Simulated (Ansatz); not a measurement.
A series of calculations on SiHSeF$_{3}$ and related structures

**1. Relaxation**

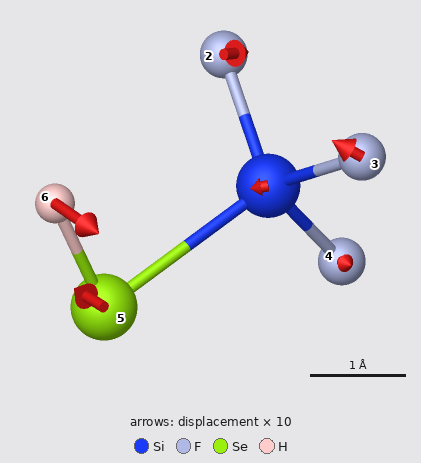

This is a relaxation of SiHSeF3. The starting structure is drawn; red arrows show the displacements, magnified 10 times. The two geometries are superimposed by the best rigid fit.

Style: ball-and-stick. Shown at a tilt.

It is one of the separated products of a reaction.

Level of theory: Ansatz, RKS PBE0-D4/def2-TZVP. Set-up: force threshold 0.005 eV/Å; at most 200 steps.

**Describe the change and its energy.**

Over 8 accepted moves (9 points after the start) the energy falls by 0.15 kcal/mol. The largest force component goes from 0.47 to 0.00081 eV/Å. The line search rejected the trial step at point 8 of the run. The H atom moves most after the best rigid fit: 0.081 Å. By element the largest moves are H 0.081 Å, Se 0.059 Å, F 0.044 Å, Si 0.019 Å. Near-neighbour distances that change, for instance: Se–Si 2.247 → 2.231 Å. Cost: 18 s on 8 threads of Arm Neoverse V1, on a shared host.

**2. Relaxation**

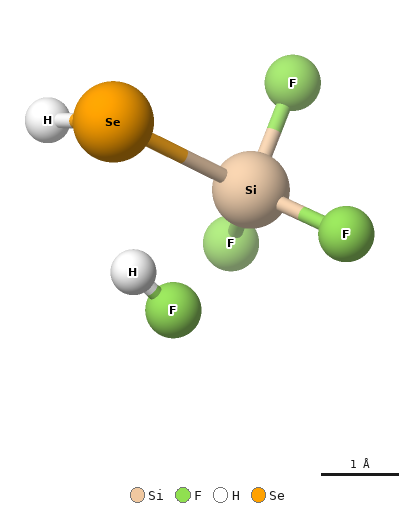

Starting structure of SiH2SeF4 (started from a transition state, displaced along its imaginary mode). A ball-and-stick model, seen from a free direction.

The calculation used RKS PBE0-D4/def2-TZVP in Ansatz 0.2.0.

Input
```yaml
crystal:
  periodic: [false, false, false]
  atoms:
    - {symbol: Si, position_ang: [-0.703363, -0.001299, -0.242150]}
    - {symbol: F, position_ang: [1.050532, -0.689100, -0.988862]}
    - {symbol: F, position_ang: [-1.011925, -1.527807, 0.061078]}
    - {symbol: F, position_ang: [-1.878006, 0.691489, 0.549755]}
    - {symbol: F, position_ang: [-1.024825, 0.432230, -1.728752]}
    - {symbol: H, position_ang: [1.455362, -0.218835, -0.486569]}
    - {symbol: Se, position_ang: [1.054608, 1.166223, 0.890587]}
    - {symbol: H, position_ang: [1.057617, 0.147201, 1.944811]}
basis:
  gaussian: {orbitals: def2-TZVP}
hamiltonian: {xc: pbe0, dispersion: d4}
relax: {f_tol: 0.005, max_steps: 200}
```

Run as
```bash
ansatz run in.yaml --threads 8 --pin off --events-out ev --progress --plain --max-ram 19148MiB
```

### What does the optimiser find from here?

After 25 accepted moves (27 points after the start) the energy has fallen by 40.6 kcal/mol. Largest force component: 9.5 eV/Å at the start, 0.0018 eV/Å at the end. The line search rejected the trial steps at points 10, 12 of the run. The atom that moves furthest after the best rigid fit is F2 (1.41 Å). By element the largest moves are F 1.41 Å, H 0.66 Å, Si 0.53 Å, Se 0.34 Å. Some distances before and after: Si1–F2 2.027 → 3.947 Å, Si1–H6 2.183 → 3.287 Å, F2–Se7 2.641 → 3.336 Å, H6–Se7 1.994 → 2.412 Å. Among the angles between lasting bonds that change: F4–Si1–Se7 95.5° → 112.0°, F5–Si1–Se7 117.4° → 107.3°, F3–Si1–Se7 121.4° → 112.2°. Groups turn about Si1–Se7 by about 20°.

Step by step:

| step | E − E(0), kcal/mol | largest force component, eV/Å | note |
| --- | --- | --- | --- |
| 0 | 0.00 | 9.4943 |  |
| 1 | -26.33 | 0.6108 |  |
| 2 | -29.24 | 1.3044 |  |
| 3 | -33.98 | 0.8128 |  |
| 4 | -36.83 | 0.8123 |  |
| 5 | -38.23 | 1.1452 |  |
| 6 | -39.81 | 0.4015 |  |
| 7 | -40.07 | 0.4185 |  |
| 8 | -40.44 | 0.1472 |  |
| 9 | -40.52 | 0.0674 |  |
| 10 | -40.14 | 0.9364 | rejected |
| 11 | -40.57 | 0.0278 |  |
| 12 | -40.56 | 0.2485 | rejected |
| 13 | -40.59 | 0.0453 |  |
| 14 | -40.60 | 0.0577 |  |
| 15 | -40.60 | 0.0692 |  |
| 16 | -40.61 | 0.0510 |  |
| 17 | -40.61 | 0.0360 |  |
| 18 | -40.61 | 0.0225 |  |
| 19 | -40.61 | 0.0185 |  |
| 20 | -40.61 | 0.0156 |  |
| 21 | -40.61 | 0.0165 |  |
| 22 | -40.61 | 0.0141 |  |
| 23 | -40.61 | 0.0104 |  |
| 24 | -40.61 | 0.0063 |  |
| 25 | -40.61 | 0.0081 |  |
| 26 | -40.61 | 0.0071 |  |
| 27 | -40.62 | 0.0018 |  |

Final geometry:

```xyz
8

Si   -1.1295    0.2352   -0.0269
F     2.3436   -1.2038   -1.2291
F    -1.1178   -1.3336   -0.0103
F    -2.3211    0.6961    0.8871
F    -1.3893    0.7449   -1.4878
H     1.9984   -0.5549   -0.6585
Se    0.8306    1.1055    0.6443
H     0.7849    0.3107    1.8809
```

After the run, drawn alike:

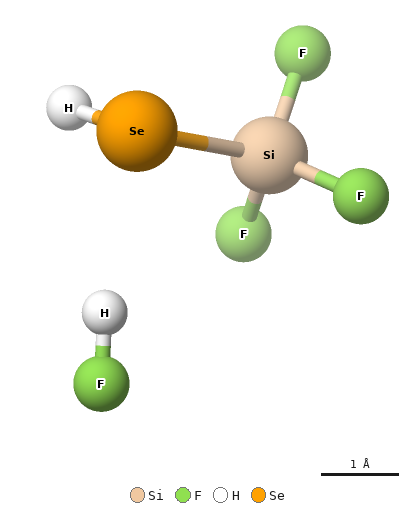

**3. Reaction**

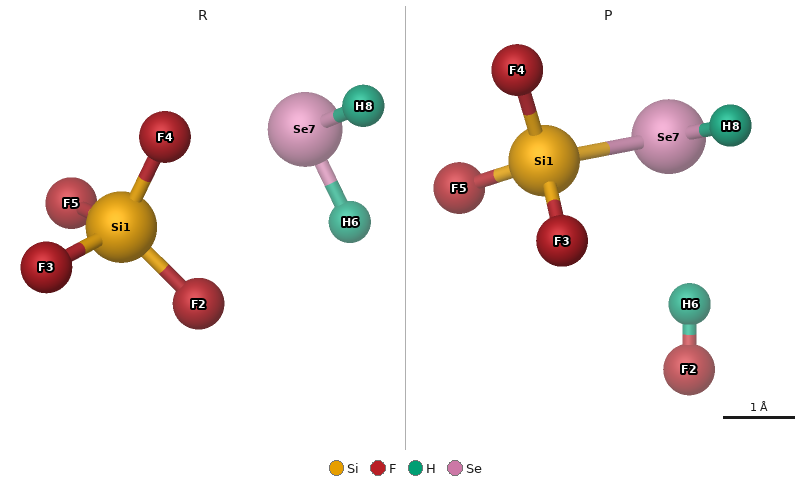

Reactant (R) and product (P) of one elementary step of SiH2SeF4. The picture is a ball-and-stick view, seen at a tilt.

Stationary points at PBE0-D4/def2-TZVP, single-point energies with CAM-B3LYP-D4, B2PLYP, B97M-V, CCSD(T)/CBS, wB97X-V, BLYP-D4 (def2-TZVPP where no basis is named; Ansatz 0.2.0). The energies are electronic, without zero-point or thermal terms, and both ends are the relaxed geometries reached downhill from the saddle, with any fragments still in contact. CCSD(T)/CBS stands for a frozen-core estimate: MP2 correlation extrapolated from def2-TZVPP and def2-QZVPP, CCSD(T) minus MP2 from the smaller set.

Q: What is the transition state like, and how high is the barrier?

A: Counted by bonded pieces, R holds H₂Se + SiF₄ and P holds HF + SiHSeF₃. From R over the saddle to P, bonds form: Si1–Se7 (3.76 → 2.46 → 2.25 Å), F2–H6 (3.30 → 1.24 → 0.93 Å). Bonds break: Si1–F2 (1.56 → 1.83 → 3.95 Å), H6–Se7 (1.47 → 1.67 → 2.41 Å). The saddle has one imaginary mode, 850i cm⁻¹. The end R keeps a soft imaginary mode of 22i cm⁻¹, so it isn't quite a minimum. With CAM-B3LYP-D4 the barrier is 46.5 kcal/mol from R and 23.8 kcal/mol from P, and P lies 22.7 kcal/mol above R.

```tsv
level	barrier from R (kcal/mol)	barrier from P (kcal/mol)	P less R (kcal/mol)
CAM-B3LYP-D4	46.5	23.8	22.7
B2PLYP	47.2	25.2	22.0
B97M-V	46.6	23.1	23.5
CCSD(T)/CBS	46.9	25.9	21.0
wB97X-V	45.3	24.2	21.1
BLYP-D4	41.7	22.1	19.6
```

Against CCSD(T)/CBS, B97M-V comes closest on the barrier from R (−0.3 kcal/mol) and BLYP-D4 misses most (−5.2 kcal/mol).

The saddle point in the same view, with dashed sticks for the bonds that form or break:

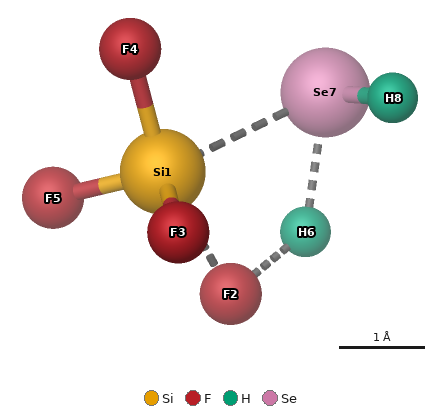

Limits of the set-up: the start holds two separate molecules, 3.3 Å apart at their closest, whose relative position is a soft coordinate.
